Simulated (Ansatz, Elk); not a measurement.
## How far do independent atoms describe PPbS2?

The structure of PPbS2 used here is made up (a known structure type with other elements) and was relaxed beforehand with PBE. The aim is the Fourier transform of its all-electron density, F(hkl), set beside the sum over free spherical atoms that refinements use.

Calculated with Elk 11.2.3 (patched build); DFT, PBE, all-electron APW+lo, Dirac cores, scalar-relativistic bands, static density, no spin.

The structure was built from a prototype and need not be the compound's stable phase.

### 1. Starting point

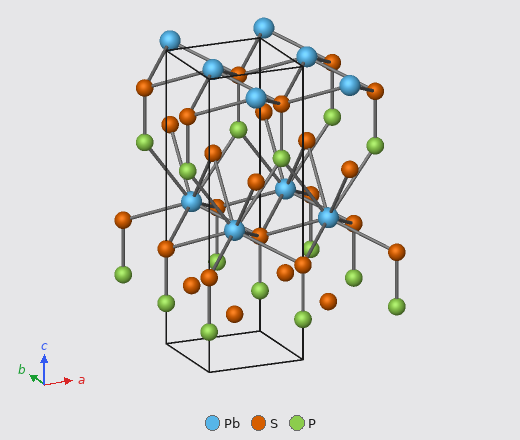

Start, viewed from a free direction; lead blue, sulfur orange, phosphorus green. 2×2×1 cells are drawn. This picture shows the conventional cell, with its axes. Bonds to atoms that aren't drawn are left out. Some periodic images of atoms are drawn too.

### 2. Ground state and structure factors

An all-electron density is needed, since X-rays see the cores too. Task 0 finds the density and task 195 Fourier-transforms it; tshift is off so that phases refer to the origin typed.

elk.in

```
tasks
  0
  195

xctype
  20

spinpol
  .false.

rgkmax
  7.0

gmaxvr
  14.0

lmaxo
  7

lmaxapw
  8

swidth
  0.002

tshift
  .false.

ramdisk
  .false.

hmaxvr
  5.5

maxscl
  120

epspot
  1e-06

sppath
  './'

avec
  7.28234365400 0.00000000000 0.00000000000
  0.00000000000 3.70872126508 10.87969380833
  -0.00000000000 -3.70872126508 10.87969380833

atoms
  3
  'Pb.in'
  1
  0.5000000000 0.9138364172 0.9138364172   0.000000 0.000000 0.000000
  'S.in'
  2
  0.0000000000 0.3233244482 0.3233244482   0.000000 0.000000 0.000000
  0.5000000000 0.6277680840 0.6277680840   0.000000 0.000000 0.000000
  'P.in'
  1
  -0.0000000000 0.1378710507 0.1378710507   0.000000 0.000000 0.000000

ngridk
  6 6 6
```

Command:

```
OMP_NUM_THREADS=4 elk
```

Numbers of over 12 decimals in the logs are rounded to 6 here.

The program printed:

```text
┌─────────────────────────┐
│ Elk code version 11.2.3 │
└─────────────────────────┘

All units are atomic (Hartree, Bohr, etc.)

┌─────────────────────────────────────────────────┐
│ Ground-state run starting from atomic densities │
└─────────────────────────────────────────────────┘

Lattice vectors :
   7.282343654       0.000000000       0.000000000
   0.000000000       3.708721265       10.87969381
  -0.000000000      -3.708721265       10.87969381

Reciprocal lattice vectors :
  0.8627971441      -0.000000000       0.000000000
  -0.000000000      0.8470824387      0.2887574512
   0.000000000     -0.8470824387      0.2887574512

Unit cell volume      :    587.6815177
Brillouin zone volume :   0.4220827199

Muffin-tin inner radius fraction :   0.1000000000E-01

Nuclei treated as point charges

Species : 1 (Pb)
 parameters loaded from : Pb.in
 name : lead
 nuclear charge    :   -82.00000000
 electronic charge :    82.00000000
 atomic mass :    377702.4943
 muffin-tin radius :    2.800000000
 number of radial points in muffin-tin :   1393
 inner part over the whole radius :   0.9993555083E-02
 number on inner part of muffin-tin    :   1001
 approximate nuclear radius :   0.1047603524E-03
 number of mesh points to nuclear radius :    525
 atomic positions (lattice), magnetic fields (Cartesian) :
  1 :   0.50000000  0.91383642  0.91383642    0.00000000  0.00000000  0.00000000

Species : 2 (S)
 parameters loaded from : S.in
 name : sulphur
 nuclear charge    :   -16.00000000
 electronic charge :    16.00000000
 atomic mass :    58450.91931
 muffin-tin radius :    1.992676181
 number of radial points in muffin-tin :    793
 inner part over the whole radius :   0.9996743941E-02
 number on inner part of muffin-tin    :    553
 approximate nuclear radius :   0.6195814986E-04
 number of mesh points to nuclear radius :    252
 atomic positions (lattice), magnetic fields (Cartesian) :
  1 :   0.00000000  0.32332445  0.32332445    0.00000000  0.00000000  0.00000000
  2 :   0.50000000  0.62776808  0.62776808    0.00000000  0.00000000  0.00000000

Species : 3 (P)
 parameters loaded from : P.in
 name : phosphorus
 nuclear charge    :   -15.00000000
 electronic charge :    15.00000000
 atomic mass :    56461.71230
 muffin-tin radius :    1.992676181
 number of radial points in muffin-tin :    793
 inner part over the whole radius :   0.9903510654E-02
 number on inner part of muffin-tin    :    552
 approximate nuclear radius :   0.6081821256E-04
 number of mesh points to nuclear radius :    250
 atomic positions (lattice), magnetic fields (Cartesian) :
  1 :   0.00000000  0.13787105  0.13787105    0.00000000  0.00000000  0.00000000

Total number of atoms per unit cell :    4
Total muffin-tin volume :    191.3829208
 ratio of muffin-tin to unit cell volume :   0.3256575459

Spin treatment :
 spin-unpolarised

Number of Bravais lattice symmetries :    8
Number of crystal symmetries         :    4
Crystal has no inversion symmetry
Complex Hermitian eigensolver will be used

k-point grid :      6     6     6
k-point offset :    0.000000000       0.000000000       0.000000000
k-point set is reduced with full crystal symmetry group
Total number of k-points :       84

Muffin-tin radius times maximum |G+k| :    7.000000000
 using average radius
Maximum |G+k| for APW functions       :    3.189782292
Maximum (1/2)|G+k|²                   :    5.087355535
Maximum |G| for potential and density :    14.00000000
Constant for pseudocharge density :   10
 order of it for each species :   17  17  17
 order of it for pair densities of each species (exact exchange by exxq0 0: 18) :   16   7   7
Radial integration step length :    1

G-vector grid sizes :     35    54    54
Number of G-vectors :    27297

Maximum angular momentum used for
 APW functions            :    8
 outer part of muffin-tin :    7
 inner part of muffin-tin :    2

Total nuclear charge    :   -129.0000000
Total core charge       :    98.00000000
Total valence charge    :    31.00000000
[...]
(states/Hartree/unit cell)

Estimated indirect band gap :   0.3640817304E-03
 from k-point 3 to k-point 67
Estimated direct band gap   :   0.1357863663E-02
 at k-point 27

Charges :
 core                        :    98.00000000
 valence                     :    31.00000000
 interstitial                :    8.610585235
 muffin-tins (core leakage)
  species : 1 (Pb)
   atom 1                    :    79.95102065     (  0.1225631529E-02)
  species : 2 (S)
   atom 1                    :    14.02108329     (  0.2767415570E-03)
[...]
species : 3 (P)
[...]
total in muffin-tins        :    120.3894148
 total calculated charge     :    128.9970246
 total charge                :    129.0000000
 error                       :   0.2975405040E-02

RMS change in Kohn-Sham potential (target) :   0.3704591030     (  0.1000000000E-05)
Absolute change in total energy (target)   :    1.003892783     (  0.1000000000E-03)

[... loops 3 to 14 left out ...]

┌──────────────────┐
│ Loop number : 15 │
└──────────────────┘

Energies :
 Fermi                       :     0.241814
 sum of occupied eigenvalues :     -13579.685889359
 electron kinetic            :      25515.289592893
 core electron kinetic       :      25350.298860277
 Coulomb                     :     -47119.692216159
 Coulomb potential           :     -38487.890437067
 nuclear-nuclear             :     -1550.5090809700
 electron-nuclear            :     -52671.387830011
 Hartree                     :      7102.2046948216
 Madelung                    :     -27875.746997625
 xc potential                :     -607.08504518456
 exchange                    :     -457.83673384854
 correlation                 :     -6.914775
 electron entropic           :    -0.79475716615168E-03
 total energy                :     -22069.154927003

Density of states at Fermi energy :    62.72259292
 (states/Hartree/unit cell)

Estimated indirect band gap :   0.6564633636E-03
 from k-point 78 to k-point 6
Estimated direct band gap   :   0.6082607531E-02
 at k-point 67

Charges :
 core                        :    98.00000000
 valence                     :    31.00000000
 interstitial                :    8.619437748
 muffin-tins (core leakage)
  species : 1 (Pb)
[...]
species : 2 (S)
[...]
species : 3 (P)
[...]
total in muffin-tins        :    120.3805623
 total calculated charge     :    128.9970912
 total charge                :    129.0000000
 error                       :   0.2908845384E-02

RMS change in Kohn-Sham potential (target) :   0.2329834483E-06 (  0.1000000000E-05)
Absolute change in total energy (target)   :   0.9740852329E-04 (  0.1000000000E-03)

Convergence targets achieved

┌──────────────────┐
│ Loop number : 16 │
└──────────────────┘

Energies :
 Fermi                       :     0.241814
 sum of occupied eigenvalues :     -13579.685878748
 electron kinetic            :      25515.289590170
 core electron kinetic       :      25350.298856702
 Coulomb                     :     -47119.692212058
 Coulomb potential           :     -38487.890433069
 nuclear-nuclear             :     -1550.5090809700
 electron-nuclear            :     -52671.387825069
 Hartree                     :      7102.2046939816
 Madelung                    :     -27875.746995523
 xc potential                :     -607.08503584912
 exchange                    :     -457.83673366927
 correlation                 :     -6.914775
 electron entropic           :    -0.79475716932285E-03
 total energy                :     -22069.154925453

Density of states at Fermi energy :    62.72259587
 (states/Hartree/unit cell)

Estimated indirect band gap :   0.6564621286E-03
 from k-point 78 to k-point 6
Estimated direct band gap   :   0.6082608979E-02
 at k-point 67

Charges :
 core                        :    98.00000000
 valence                     :    31.00000000
 interstitial                :    8.619437720
 muffin-tins (core leakage)
  species : 1 (Pb)
[...]
species : 2 (S)
   atom 1                    :    13.88037920     (  0.2790808210E-03)
   atom 2                    :    13.73429905     (  0.2735832821E-03)
  species : 3 (P)
   atom 1                    :    12.56938922     (  0.1019547924E-02)
 total in muffin-tins        :    120.3805623
 total calculated charge     :    128.9970912
 total charge                :    129.0000000
 error                       :   0.2908845288E-02

┌──────────────────────────────┐
│ Self-consistent loop stopped │
└──────────────────────────────┘

Warning : core states of species 1 leak from the muffin-tin :   0.1170521164E-02

Warning : core states of species 2 leak from the muffin-tin :   0.2790808210E-03

Warning : core states of species 3 leak from the muffin-tin :   0.1019547924E-02

Wrote STATE.OUT
```

The job ended after 57 s (4 threads of Arm Neoverse V1, shared host; peak memory 0.16 GiB; 3.2 min of CPU time).

SFACRHO.OUT:

```text

h k l indices transformed by vhmat matrix:
   1.000000000       0.000000000       0.000000000    
   0.000000000       1.000000000       0.000000000    
   0.000000000       0.000000000       1.000000000    

      h      k      l  multipl.   |H|            Re(F)            Im(F)           |F|

      0      0      0      1   0.0000000       129.00000      0.12592640E-15   129.00000    
      0      1      1      1  0.57751490       25.218036      -52.872154       58.578272    
      0     -1     -1      1  0.57751490       25.218036       52.872154       58.578272    
     -1      0      0      2  0.86279714      -62.933989      0.26838880E-13   62.933989    
      0      1      0      2  0.89494666       56.893425      -26.980494       62.966728    
      0      0     -1      2  0.89494666       56.893425       26.980494       62.966728    
      1     -1     -1      2   1.0382400      -43.259685      -53.369097       68.699788    
      1      1      1      2   1.0382400      -43.259685       53.369097       68.699788    
      0      2      2      1   1.1550298      -65.755109      -51.948488       83.799640    
      0     -2     -2      1   1.1550298      -65.755109       51.948488       83.799640    
      0      2      1      2   1.2116008       7.2221958      -75.249964       75.595748    
      0     -2     -1      2   1.2116008       7.2221958       75.249964       75.595748    
     -1      0     -1      4   1.2431204      -50.639036      -63.142026       80.939653    
     -1      0      1      4   1.2431204      -50.639036       63.142026       80.939653    
      1      2      2      2   1.4417048       36.420519       64.457821       74.035565    
     -1     -2     -2      2   1.4417048       36.420519      -64.457821       74.035565    
      1     -1     -2      4   1.4874123      -2.2460568      -77.651424       77.683900    
     -1      1      2      4   1.4874123      -2.2460568       77.651424       77.683900
```

Elk indexes on the primitive cell of elk.in and gives |H| = 4π sin θ/λ in inverse bohr. Below, one row stands for each form hkl of the conventional cell (m members, Friedel mates merged), F is for one primitive cell and the density is static (no thermal factor). Free-atom factors are Waasmaier and Kirfel's, and R is Σm||F|−|F'||/Σm|F|.

```csv
hkl,m,sin θ/λ (Å⁻¹),"abs F, DFT",neutral atoms,diff.,abs of complex diff.
002,2,0.087,58.578,58.815,-0.236,0.237
100,2,0.130,62.934,63.061,-0.127,0.127
011,4,0.135,62.967,63.214,-0.248,0.248
102,4,0.156,68.700,68.884,-0.184,0.292
004,2,0.174,83.800,83.869,-0.069,0.372
013,4,0.182,75.596,75.605,-0.010,0.199
111,8,0.187,80.940,80.905,+0.034,0.171
104,4,0.217,74.036,73.975,+0.060,0.174
113,8,0.224,77.684,77.689,-0.005,0.044
015,4,0.252,73.012,72.840,+0.171,0.172
020,2,0.255,94.041,94.069,-0.028,0.028
200,2,0.260,93.335,93.438,-0.103,0.103
006,2,0.261,52.047,52.062,-0.015,0.197
022,4,0.269,50.900,50.930,-0.030,0.036
```

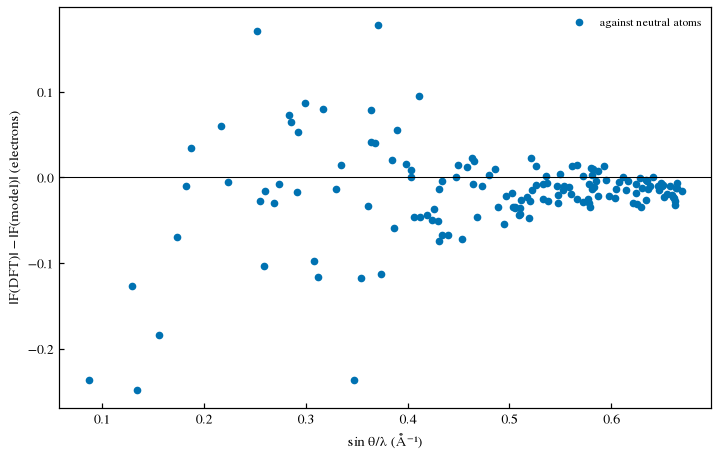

Difference between the calculated structure factors and the independent-atom ones.

### 3. The highest occupied states alone

An energy window below the Fermi level keeps the highest occupied states, to see at which angles they scatter; shallow core shells can lie inside it and anion s states outside. No new self-consistency is needed.

Edit elk.in of step 2 so:

```diff
@@ -1,3 +1,2 @@
 tasks
-  0
   195
@@ -40,2 +39,5 @@
 
+wsfac
+  -0.309430 0.541810
+
 sppath
```

Command:

```
OMP_NUM_THREADS=4 elk
```

The program printed:

```text
┌─────────────────────────────────┐
│ Elk code version 11.2.3 started │
└─────────────────────────────────┘

Info(readinput): the functional depends on the density's gradient
 muffin-tin radial points multiplied by    2.00000
 (not where nrmtscf is given)

┌────────────────────┐
│ Current task : 195 │
└────────────────────┘
Info(checkmt): changed muffin-tin radius of species 2 (S) from   2.2000 to   1.9927
Info(checkmt): changed muffin-tin radius of species 3 (P) from   2.2000 to   1.9927

Info(sfacrho): density structure factors written to SFACRHO.OUT

 Energy window :  -0.3094300000      0.5418100000

┌──────────────────┐
│ Elk code stopped │
└──────────────────┘
```

It took 11 s on 4 threads; peak memory 0.17 GiB.

States within 15 eV below the Fermi level hold 20.67 electrons; any levels below the window count with the cores, and a count that is not whole means the window cuts a band. Their amplitudes can exceed the total, where window and core parts have opposite phase:

```csv
hkl,sin θ/λ (Å⁻¹),"abs F, window","abs F, all"
002,0.087,3.498,58.578
100,0.130,1.079,62.934
011,0.135,2.146,62.967
102,0.156,3.363,68.700
004,0.174,4.974,83.800
013,0.182,2.982,75.596
111,0.187,4.499,80.940
104,0.217,1.402,74.036
113,0.224,1.099,77.684
015,0.252,0.469,73.012
```

### 4. Another functional

The difference from free atoms is small, so it is set against the change that LDA (Perdew-Wang) makes.

Edit elk.in of step 3 so:

```diff
@@ -1,2 +1,3 @@
 tasks
+  0
   195
@@ -4,3 +5,3 @@
 xctype
-  20
+  3
 
@@ -39,5 +40,2 @@
 
-wsfac
-  -0.309430 0.541810
-
 sppath
```

Command:

```
OMP_NUM_THREADS=4 elk
```

The program printed:

```text
┌─────────────────────────┐
│ Elk code version 11.2.3 │
└─────────────────────────┘

All units are atomic (Hartree, Bohr, etc.)

┌─────────────────────────────────────────────────┐
│ Ground-state run starting from atomic densities │
└─────────────────────────────────────────────────┘

Lattice vectors :
   7.282343654       0.000000000       0.000000000
   0.000000000       3.708721265       10.87969381
  -0.000000000      -3.708721265       10.87969381

Reciprocal lattice vectors :
  0.8627971441      -0.000000000       0.000000000
[...]
species : 3 (P)
   atom 1                    :    12.57046937     (  0.1031797873E-02)
 total in muffin-tins        :    120.3748320
 total calculated charge     :    128.9970659
 total charge                :    129.0000000
 error                       :   0.2934124480E-02

┌──────────────────────────────┐
│ Self-consistent loop stopped │
└──────────────────────────────┘

Warning : core states of species 1 leak from the muffin-tin :   0.1182171679E-02

Warning : core states of species 2 leak from the muffin-tin :   0.2759751176E-03

Warning : core states of species 3 leak from the muffin-tin :   0.1031797873E-02

Wrote STATE.OUT
[key lines of the parts left out:]
total energy                :     -22054.430891099
```

Wall time 42 s (4 threads); peak memory 0.17 GiB; 2.4 min of CPU time.

Against the first run R = 0.02 %; the largest change is -0.033 at 3 1 11.

### 5. Basis size

A smaller basis shows how fast F responds to it; the change is likely larger than the basis error of the first run, but doesn't show convergence.

Edit elk.in of step 4 so:

```diff
@@ -5,3 +5,3 @@
 xctype
-  3
+  20
 
@@ -11,3 +11,3 @@
 rgkmax
-  7.0
+  5.5
```

Command:

```
OMP_NUM_THREADS=4 elk
```

The program printed:

```text
┌─────────────────────────┐
│ Elk code version 11.2.3 │
└─────────────────────────┘

All units are atomic (Hartree, Bohr, etc.)

┌─────────────────────────────────────────────────┐
│ Ground-state run starting from atomic densities │
└─────────────────────────────────────────────────┘

Lattice vectors :
   7.282343654       0.000000000       0.000000000
   0.000000000       3.708721265       10.87969381
  -0.000000000      -3.708721265       10.87969381

Reciprocal lattice vectors :
  0.8627971441      -0.000000000       0.000000000
[...]
species : 3 (P)
   atom 1                    :    12.54787519     (  0.1015995670E-02)
 total in muffin-tins        :    120.2715702
 total calculated charge     :    128.9972155
 total charge                :    129.0000000
 error                       :   0.2784494852E-02

┌──────────────────────────────┐
│ Self-consistent loop stopped │
└──────────────────────────────┘

Warning : core states of species 1 leak from the muffin-tin :   0.1171561784E-02

Warning : core states of species 2 leak from the muffin-tin :   0.2774541066E-03

Warning : core states of species 3 leak from the muffin-tin :   0.1015995670E-02

Wrote STATE.OUT
[key lines of the parts left out:]
total energy                :     -22069.108373820
```

It took 35 s on 4 threads; peak memory 0.17 GiB.

Against the first run R = 0.02 %; the largest change is -0.049 at 200.

### 6. A coarser k-mesh

About half the k-points along each axis test the sampling.

Edit elk.in of step 5 so:

```diff
@@ -11,3 +11,3 @@
 rgkmax
-  5.5
+  7.0
 
@@ -62,2 +62,2 @@
 ngridk
-  6 6 6
+  3 3 3
```

Command:

```
OMP_NUM_THREADS=4 elk
```

The program printed:

```text
┌─────────────────────────┐
│ Elk code version 11.2.3 │
└─────────────────────────┘

All units are atomic (Hartree, Bohr, etc.)

┌─────────────────────────────────────────────────┐
│ Ground-state run starting from atomic densities │
└─────────────────────────────────────────────────┘

Lattice vectors :
   7.282343654       0.000000000       0.000000000
   0.000000000       3.708721265       10.87969381
  -0.000000000      -3.708721265       10.87969381

Reciprocal lattice vectors :
  0.8627971441      -0.000000000       0.000000000
[...]
species : 3 (P)
   atom 1                    :    12.55161379     (  0.1015727833E-02)
 total in muffin-tins        :    120.3812530
 total calculated charge     :    128.9970924
 total charge                :    129.0000000
 error                       :   0.2907623206E-02

┌──────────────────────────────┐
│ Self-consistent loop stopped │
└──────────────────────────────┘

Warning : core states of species 1 leak from the muffin-tin :   0.1172792675E-02

Warning : core states of species 2 leak from the muffin-tin :   0.2790513948E-03

Warning : core states of species 3 leak from the muffin-tin :   0.1015727833E-02

Wrote STATE.OUT
[key lines of the parts left out:]
total energy                :     -22069.151390905
```

Elapsed: 22 s, on 4 threads; peak memory 0.17 GiB.

Against the first run R = 0.01 %; the largest change is +0.055 at 002.

### 7. Settings against the effect

```csv
run,R against the first run (%),"R against neutral atoms, low angle (%)",wall time
"PBE, rgkmax 7",0.00,0.11,57 s
LDA (Perdew-Wang),0.02,0.10,42 s
rgkmax 5.5,0.02,0.12,35 s
k-mesh 3×3×3,0.01,0.11,22 s
```

### 8. What came out

```
R against neutral atoms, sin θ/λ < 0.3 Å⁻¹ : 0.11 %
R against neutral atoms, 0.3 to 0.67 Å⁻¹   : 0.05 %
```

**Reading.** Independent neutral atoms miss the calculated amplitudes by R = 0.11 % below 0.3 Å⁻¹ and 0.05 % from there to 0.67 Å⁻¹; by shells, 0.35 % below 0.15 Å⁻¹ (3 forms), 0.09 % 0.15 to 0.3 (17 forms), 0.09 % 0.3 to 0.45 (33 forms), 0.04 % above 0.45 (96 forms). Bonding, aspherical density and the tables' own atoms all enter these figures, and the runs don't part them. The largest change of an amplitude is -0.25 electrons, at 011. R counts amplitudes alone; phases shift too. The window's part falls from 20.7 electrons at the origin to at most 0.36 between 0.45 and 0.67 Å⁻¹. Below 0.3 Å⁻¹ the changes that finished (LDA (Perdew-Wang), rgkmax 5.5 and k-mesh 3×3×3) move F by R = 0.03 % at most, against the 0.11 % that separates it from free atoms. The electron count is odd, so without spin the run is a metal by force. Spin-orbit coupling is left out, which can matter for elements this heavy. Part of the difference isn't bonding: the tables are fits to free atoms and ions calculated by other methods than this functional. Thermal motion, anomalous dispersion and extinction are left out.

[Logs are printed without paths, hosts, clocks, repeated set-up lines and the standing remarks that a program may print on its own settings, such as how far it seeks lower states.]

[Hosts, paths, dates, database ids (printed as entryN), source tags and the programs' standing remarks are cut or masked in the printed files.]
